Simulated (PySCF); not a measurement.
# C2H3NSe (methyl selenocyanate): the cost of one run

Computed with PySCF 2.14.0 and routines of our own; the level stands in each step. Atoms count from 0.

## 1. The starting structure

7 atoms, charge 0, multiplicity 1; geometry from: GFN2-xTB.

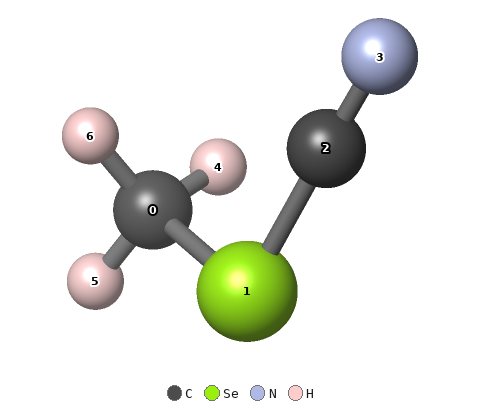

The starting geometry (carbon dark grey, selenium green, nitrogen light blue, hydrogen pink).

## 2. Relaxing the molecule at PBE0-D3(BJ)/def2-SVP

Job settings and geometry (Å):

```
{"job": {"xc": "PBE0", "basis": "def2-SVP", "d3": "d3bj", "grid": 1, "maxiter": 30, "shake": 0.01, "kind": "geom"}, "charge": 0, "multiplicity": 1}
C     -0.996760    -0.032430     0.118310
Se     0.454800    -1.292840     0.264180
C      1.766970    -0.055170     0.141530
N      2.658860     0.728400     0.073410
H     -0.950390     0.503400    -0.850060
H     -1.941970    -0.577180     0.162610
H     -0.957560     0.696720     0.939680
```

The run is started by

```
$ OMP_NUM_THREADS=1 python heavy_run.py task.json out
```

This one command runs all jobs of the session in turn.

**Question.** How long does this first job take on 1 thread of Arm Neoverse V1, shared host, and how much memory does it need?

About 20 s, with a peak of 0.36 GiB.
